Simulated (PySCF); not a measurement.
# C5H8O2S: the cost of one run

Computed with PySCF 2.14.0 and routines of our own; the level stands in each step. Atoms count from 0.

## Step 1: The system as given

16 atoms, charge 0, multiplicity 1; geometry from: GFN2-xTB.

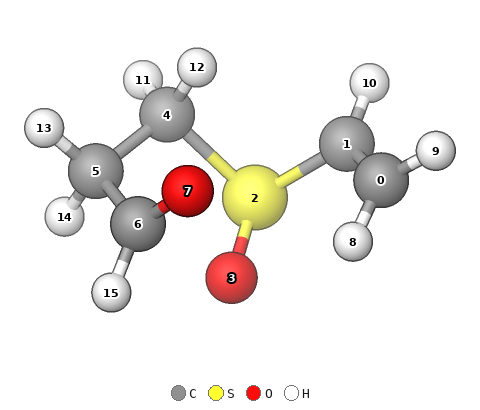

The starting geometry (carbon grey, sulfur yellow, oxygen red, hydrogen white).

## Step 2: Magnetic properties: GIAO KT3/pcSseg-1

What the job is given:

```
{"job": {"kind": "mag", "xc": "KT3", "basis": "pcSseg-1", "isotopologues": 2}, "charge": 0, "multiplicity": 1}
C      2.204421    -1.054802     0.619148
C      1.987889     0.131204     0.097022
S      0.642186     0.384579    -1.088367
O     -0.056565    -0.908123    -1.203409
C     -0.464362     1.343271     0.088338
C     -1.767347     0.570450     0.097286
C     -1.494427    -0.867507     0.513485
O     -0.809032    -1.160646     1.458724
H      1.555309    -1.876049     0.358700
H      2.992344    -1.252335     1.325898
H      2.569928     1.018852     0.281517
H     -0.569455     2.355217    -0.295365
H     -0.005290     1.351997     1.074180
H     -2.453719     0.998891     0.832664
H     -2.239114     0.593041    -0.884502
H     -2.100365    -1.619096    -0.019246
```

With the program's defaults for keys left out, this is: GIAO KT3/pcSseg-1 magnetisability, rotational g tensor and spin-rotation constants, non-relativistic, gas phase.

Launch:

```
$ OMP_NUM_THREADS=1 python excited_run.py task.json out
```

One launch serves the whole session: the jobs run in the order shown.

**Question.** How long does this first job take on 1 thread of Arm Neoverse V1, shared host, and how much memory does it need?

About 50 s, with a peak of 0.65 GiB.
